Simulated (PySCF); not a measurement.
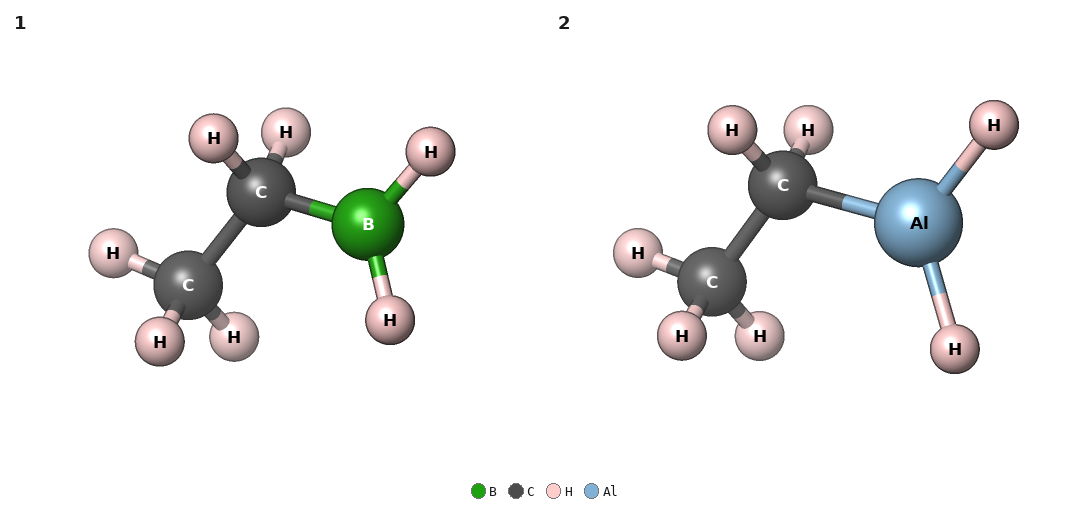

2 molecules with one skeleton, seen from the same side and at one scale. Charge 0, singlet. Computed geometries: PBE0-D3(BJ)/def2-SVP optimisations, one conformation each. Properties computed with PySCF 2.14.0.

One atom differs, called X below: B in panel 1, Al in panel 2. Their formulas are C2H7B (`BCC`), C2H7Al (`C[CH2][AlH2]`).

In which is the Hirshfeld charge of X larger (PBE0/cc-pVTZ)?

In panel 2 (X = Al).

In which is the HOMO energy (Kohn–Sham orbital) higher (PBE0/6-31+G*)?

In panel 2 (X = Al).

Give the values. With PBE0-D3(BJ)/def2-SVP: length of X–C (Å), mean length of X–H (Å), angle H–X–H (°). With PBE0/6-31+G*: dipole moment (D), HOMO energy (Kohn–Sham orbital) (eV), HOMO–LUMO gap (eV), mean static polarisability (bohr³), lowest vertical singlet excitation (eV). With PBE0/cc-pVTZ: Hirshfeld charge of X (e), GIAO shielding of the C bonded to X (ppm).

| quantity | 1 (B) | 2 (Al) | 2 − 1 |
| --- | --- | --- | --- |
| length of X–C (Å) | 1.556 | 1.965 | +0.409 |
| mean length of X–H (Å) | 1.213 | 1.595 | +0.382 |
| angle H–X–H (°) | 118.2 | 119.4 | +1.2 |
| dipole moment (D) | 0.70 | 0.71 | +0.01 |
| HOMO energy (Kohn–Sham orbital) (eV) | −8.75 | −7.52 | +1.23 |
| HOMO–LUMO gap (eV) | 7.54 | 6.17 | −1.37 |
| mean static polarisability (bohr³) | 37.9 | 49.8 | +11.9 |
| lowest vertical singlet excitation (eV) | 5.75 | 4.74 | −1.01 |
| Hirshfeld charge of X (e) | 0.16 | 0.51 | +0.35 |
| GIAO shielding of the C bonded to X (ppm) | 158.1 | 177.4 | +19.3 |
